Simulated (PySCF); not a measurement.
# CH8OSSi2: the cost of one run

Programs: PySCF 2.14.0, with density-fitted response routines of our own. Each step states its level of theory. These are calculated values for one molecule in the gas phase, unless marked as measured. Atoms count from 0, in the outputs and in this text.

## 1. The molecule as given

13 atoms, charge 0, multiplicity 1; geometry from: PBE0-D3(BJ)/def2-SVP.

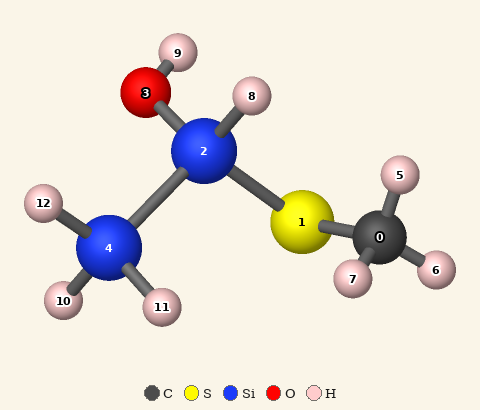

As it starts; carbon dark grey, sulfur yellow, silicon blue, oxygen red, hydrogen pink, atoms numbered; sticks join atoms by distance.

## 2. Nuclear shieldings: PBE0/6-31G*

Job settings and geometry (Å):

```
{"job": {"kind": "nmr", "xc": "PBE0", "basis": "6-31G*", "pop": true}, "charge": 0, "multiplicity": 1}
C     -2.228964    -0.167152    -0.627466
S     -0.918776    -1.428575    -0.505151
Si     0.449552    -0.361428     0.770126
O      1.420348    -1.448982     1.574457
Si     1.850322     0.983978    -0.525303
H     -2.614193     0.109574     0.364367
H     -3.043176    -0.613465    -1.213801
H     -1.875866     0.732713    -1.150902
H     -0.404950     0.453610     1.698830
H      0.961577    -2.114539     2.098606
H      2.674184     0.122038    -1.425284
H      0.983058     1.868024    -1.367323
H      2.751373     1.850130     0.296627
```

With the program's defaults for keys left out, this is: GIAO PBE0/6-31G* NMR shielding, non-relativistic, gas phase.

Started as:

```console
$ OMP_NUM_THREADS=1 python probes_run.py task.json out
```

The driver reads the jobs from task.json and runs them one after another.

**Question.** How long does this first job take on 1 thread of Arm Neoverse V1, shared host, and how much memory does it need?

About 10 s, with a peak of 0.59 GiB.
